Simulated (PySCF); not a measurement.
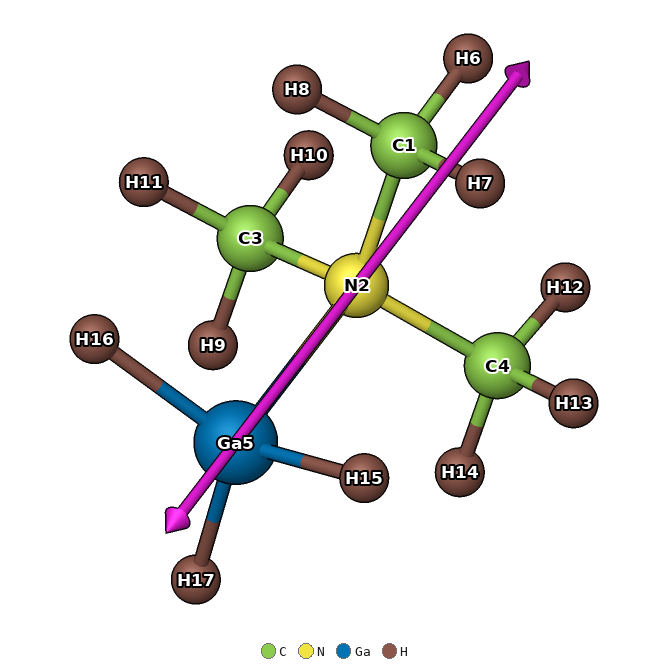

The double arrow shows the direction of the transition dipole to excited singlet state 5 (its length means nothing). The computed structure is the end point of a GFN2-xTB optimisation. No frequency run is at hand to confirm it as a minimum. Level of theory: TDDFT CAM-B3LYP/def2-SVPD, vertical, gas phase, core orbitals frozen in the response (PySCF 2.14.0).

Question. How is the transition polarised?

Answer. Nearly parallel to the N2–Ga5 bond.

Question. Give its energy, strength and character.

Answer. 7.94 eV (156 nm), oscillator strength 0.023, mainly HOMO−2 → LUMO (weight 0.89); transition dipole 0.88 D.

The geometry is semi-empirical. Around Ga such bond lengths and angles can be off by a tenth of an ångström or more and by several degrees, and values that hang on the shape move with them.
